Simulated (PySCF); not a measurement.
# NMR shielding calculation of CH7NSi

System: CH7NSi, SMILES CN[SiH3].
Method: GIAO LC-wPBE/pcSseg-2 NMR shielding, non-relativistic, gas phase (PySCF 2.14.0).

The geometry comes from this level: PBE0-D3(BJ)/def2-SVP. Figures and captions count atoms from 1; the log counts them from 0 in places.

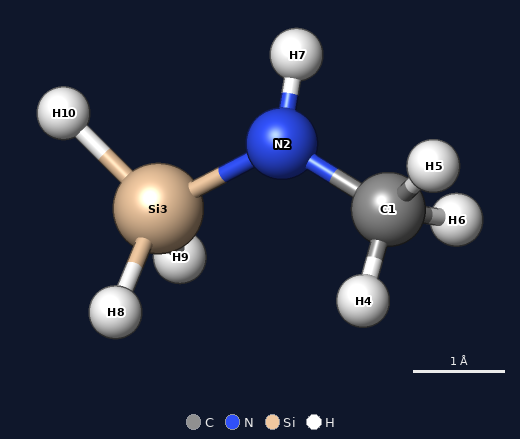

The input geometry (ball-and-stick view, seen at a tilt; atoms are numbered from 1 in the order of the input). Bond lengths as drawn: C–H 1.10 to 1.11 Å, C–N 1.44 Å, H–N 1.01 Å, H–Si 1.49 to 1.50 Å and N–Si 1.73 Å.

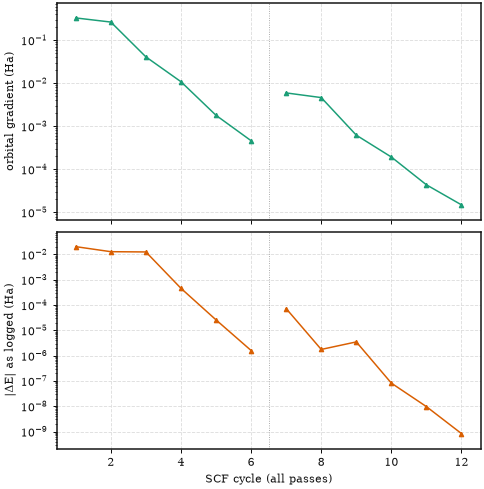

Convergence of the self-consistent field: orbital gradient and size of the energy change against the SCF cycle. The dotted line marks the change from a coarse to the final integration grid. The first 6 cycles use a coarse grid, the final grid takes over at cycle 7, and the field converges after 12 cycles in all.

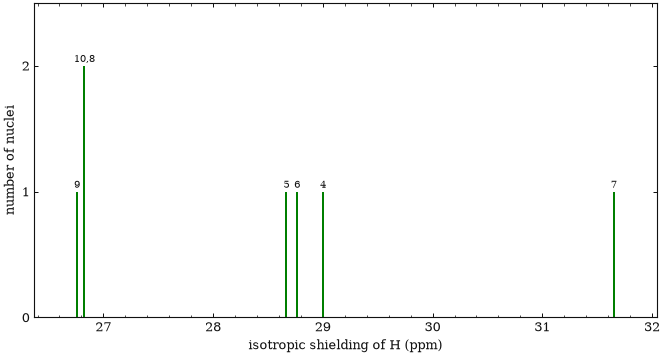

Isotropic shieldings of the hydrogen nuclei in this fixed geometry, labelled by atom number; shielding grows to the right, so chemical shift grows to the left. The least shielded is H9 (26.8 ppm), the most shielded H7 (31.7 ppm).

The input that produced these results follows, with the program's output.

**The input**
```
{"job": {"kind": "nmr", "xc": "LC-wPBE", "basis": "pcSseg-2", "pop": false}, "charge": 0, "multiplicity": 1}
C     -1.333892    -0.108755     0.043676
N     -0.102541     0.642302     0.016793
Si     1.471681    -0.072336     0.091603
H     -1.198465    -1.067068    -0.483209
H     -2.141710     0.428317    -0.481302
H     -1.700215    -0.348285     1.061742
H     -0.193107     1.594445     0.352816
H      1.585034    -1.103225    -0.986534
H      1.818759    -0.762409     1.382451
H      2.461782     1.027049    -0.115400
```

The first line tells a small driver script what to run in PySCF; the rest is the geometry in Å.

Launch command:
```bash
OMP_NUM_THREADS=1 python <driver script> task.json out
```

**The program's output**
```
coarse grid: 8112 points
cycle   1  E = -386.4433298655  dE = -2.036e-02  |g| = 3.281e-01  |ddm| = 2.040e+00
cycle   2  E = -386.4562045557  dE = -1.287e-02  |g| = 2.631e-01  |ddm| = 3.159e-01
cycle   3  E = -386.4687883389  dE = -1.258e-02  |g| = 4.087e-02  |ddm| = 1.376e-01
cycle   4  E = -386.4692471816  dE = -4.588e-04  |g| = 1.082e-02  |ddm| = 4.556e-02
cycle   5  E = -386.4692731158  dE = -2.593e-05  |g| = 1.794e-03  |ddm| = 1.171e-02
cycle   6  E = -386.4692747151  dE = -1.599e-06  |g| = 4.607e-04  |ddm| = 4.305e-03
final grid: 71736 points
cycle   7  E = -386.4792184767  dE = -7.245e-05  |g| = 5.947e-03  |ddm| = 2.203e-02
cycle   8  E = -386.4792202398  dE = -1.763e-06  |g| = 4.632e-03  |ddm| = 4.451e-03
cycle   9  E = -386.4792237365  dE = -3.497e-06  |g| = 6.206e-04  |ddm| = 2.331e-03
cycle  10  E = -386.4792238186  dE = -8.203e-08  |g| = 1.927e-04  |ddm| = 4.124e-04
cycle  11  E = -386.4792238282  dE = -9.679e-09  |g| = 4.359e-05  |ddm| = 1.926e-04
cycle  12  E = -386.4792238291  dE = -8.308e-10  |g| = 1.491e-05  |ddm| = 6.599e-05
converged SCF energy = -386.4792238291

GIAO shielding tensors (ppm)
atom      isotropic    diamagn.    paramagn.     s11        s22        s33       span
  0 C      156.775     235.425     -78.651    134.865    145.772    189.688     54.823
  1 N      264.507     317.204     -52.697    232.788    259.926    300.809     68.022
  2 Si     396.522     876.590    -480.068    346.629    368.812    474.124    127.494
  3 H       29.001      29.396      -0.395     25.117     27.386     34.501      9.384
  4 H       28.668      28.402       0.266     23.855     26.646     35.503     11.648
  5 H       28.766      28.602       0.164     23.863     26.751     35.684     11.822
  6 H       31.652      32.250      -0.598     22.399     29.866     42.690     20.291
  7 H       26.836      28.743      -1.907     23.771     25.433     31.305      7.534
  8 H       26.760      28.465      -1.704     23.578     24.840     31.863      8.285
  9 H       26.819      28.533      -1.714     23.839     25.115     31.503      7.664
```

**Summary**

- outcome: converged
- total energy: −386.479224 hartree
- HOMO: −9.54 eV
- LUMO: 2.15 eV
- dipole moment: 1.17 D
- isotropic shielding, C: 156.8 ppm
- isotropic shielding, N: 264.5 ppm
- isotropic shielding, Si: 396.5 ppm
- isotropic shielding, H: 26.8 to 31.7 ppm
- hardware: 1 CPU thread, shared host
- wall time: 22 s
- peak memory: 0.92 GiB
